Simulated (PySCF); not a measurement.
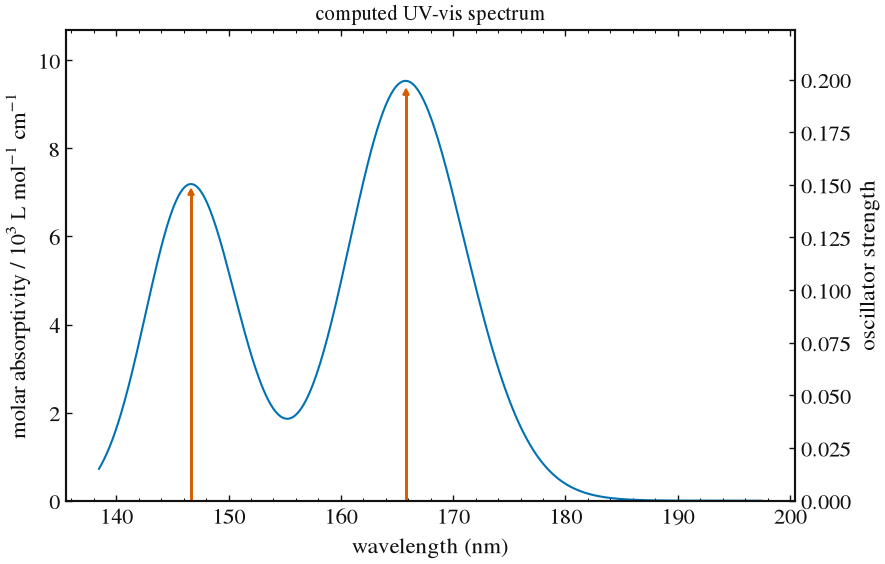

Vertical TDDFT excitations, PBE0/def2-SVPD, PySCF, at a GFN2-xTB geometry (no frequency check), gas phase. The lowest 6 singlet states are shown; each is broadened by a Gaussian of 1/e half-width 0.33 eV. Sticks give oscillator strengths (right axis). States within 0.01 eV of each other are merged, with their strengths summed.

Whose absorption spectrum is this?
A. C₄H₇N, SMILES C=NC1CC1
B. C₄H₁₂Ge, SMILES [CH3][Ge]([CH3])([CH3])[CH3], singlet
C. C₄H₁₀AlN, SMILES [AlH2][N]1CCCC1, singlet

B. Its lowest singlet lies at 7.48 eV (f = 0.194) and the brightest of those computed is S1/S2/S3 at 7.48 eV (166 nm), f = 0.194, mainly HOMO/HOMO−1/HOMO−2 → LUMO.

Note: states above the negative HOMO energy depend on the basis; the tight-binding geometry is rougher than a DFT one and adds to the error; core orbitals are frozen in the response.
